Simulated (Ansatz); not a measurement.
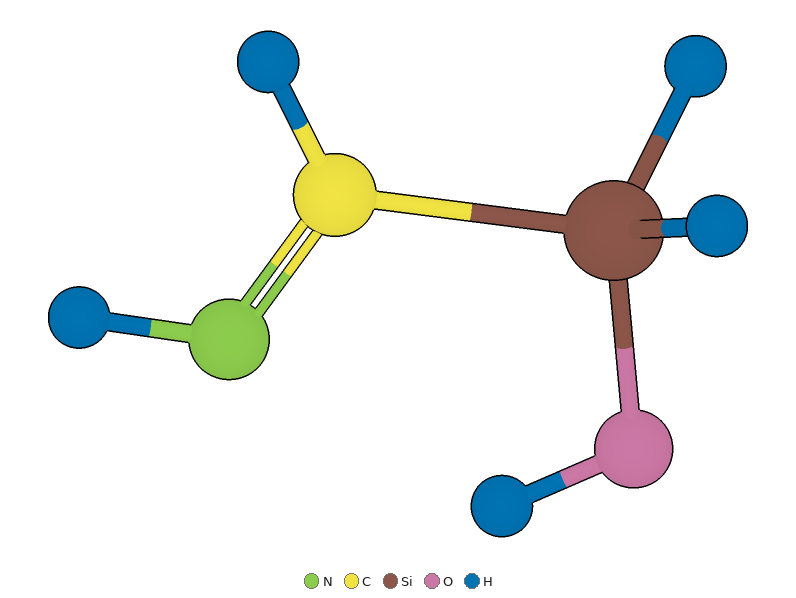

Figure made from data computed with Ansatz.

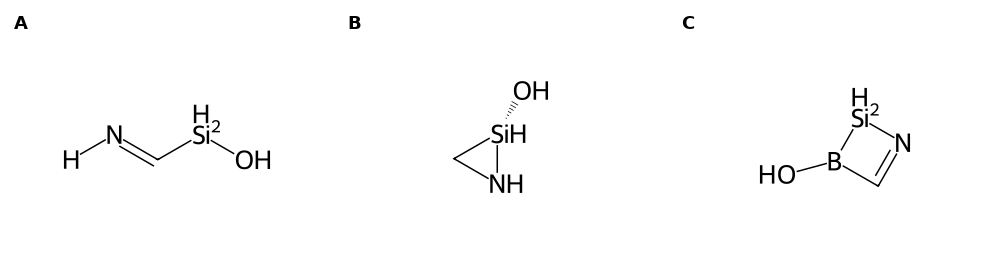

Which structural formula matches the 3D model?

A, `[H]/N=C/[SiH2]O`.
